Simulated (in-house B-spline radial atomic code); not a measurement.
# Al⁹⁺: a test of the damping (share of the old matrix)

Aim: see how the result and the number of iterations for Al⁹⁺ depend on the damping (share of the old matrix).

Program: in-house B-spline radial atomic code version 1. Level of theory: non-relativistic PBEsol, spherical fractional occupations, point nucleus, basis-set limit. These are calculated values, not measurements, unless marked.

### 1 The system

```
element       : aluminium (Z = 13)
charge        : +9
electrons     : 4
configuration : [He] 2s2
Hamiltonian   : non-relativistic
nucleus       : point
```

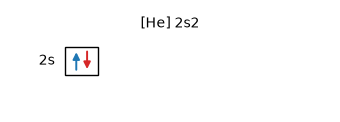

Outer shells as boxes.

A run counts as converged when the orbital gradient is under the tolerance times 13 hartree (or under the basis's noise floor) and the energy moved by less than 1e-8 hartree times the root of its size. Energy differences under 6e-07 hartree are noise.

Settings, as recorded:

```ini
Z = 13
electrons = 4.0
configuration = [He] 2s2
hamiltonian = nr
method = pbesol
spin_polarised = False
knot_spacing = 0.22
spline_order = 8
gauss_points = 12
box_radius = 6.19
max_iterations = 70
damping = 0.5
damped_steps = 3
diis_vectors = 10
tolerance = 1e-08
start = Thomas-Fermi
```

The reference is known from an earlier run: -191.256935 hartree in all. Up to eight levels, counted from the top:

```tsv
orbital	occupation	energy (eV)	<r> (bohr)
1s	2	-1871.83	0.1198
2s	2	-376.89	0.5234
```

### 2 Damping (share of the old matrix) 0

Settings, as recorded:

```ini
Z = 13
electrons = 4.0
configuration = [He] 2s2
hamiltonian = nr
method = pbesol
spin_polarised = False
knot_spacing = 0.22
spline_order = 8
gauss_points = 12
box_radius = 6.19
max_iterations = 70
damping = 0
damped_steps = 3
diis_vectors = 10
tolerance = 1e-08
start = Thomas-Fermi
```

Started as:

```
python run_scf.py task.json out
```

The settings of every run stand in task.json; they run in order.

### 3 Damping (share of the old matrix) 0.2

The settings differ from step 2 so:

```diff
@@ -11,3 +11,3 @@
 max_iterations = 70
-damping = 0
+damping = 0.2
 damped_steps = 3
```

### 4 Damping (share of the old matrix) 0.8

The settings differ from step 3 so:

```diff
@@ -11,3 +11,3 @@
 max_iterations = 70
-damping = 0.2
+damping = 0.8
 damped_steps = 3
```

### 5 Damping (share of the old matrix) 0.95

The settings differ from step 4 so:

```diff
@@ -11,3 +11,3 @@
 max_iterations = 70
-damping = 0.8
+damping = 0.95
 damped_steps = 3
```

**Question.** Which of these runs converge to the reference energy, which miss it and by about how much, and which fail?

The runs gave:

| run | outcome | iterations | energy less the reference (hartree) |
| --- | --- | --- | --- |
| reference | converged | 7 | 0 |
| damping (share of the old matrix) 0 | converged | 6 | below noise |
| damping (share of the old matrix) 0.2 | converged | 7 | below noise |
| damping (share of the old matrix) 0.8 | converged | 7 | below noise |
| damping (share of the old matrix) 0.95 | converged | 7 | below noise |

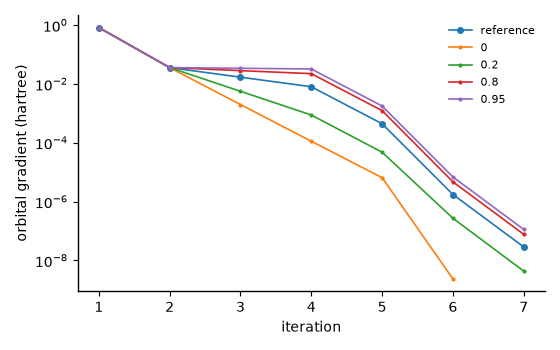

Orbital gradient by iteration, labelled by the damping (share of the old matrix).

What this shows: Of 4 changed inputs, 4 gave the reference energy within 1e-05 hartree. Among the runs that reach the reference energy the iterations number 6 to 7, against 7: this setting changes the number of steps, not the answer. No value tried here spoils the result.
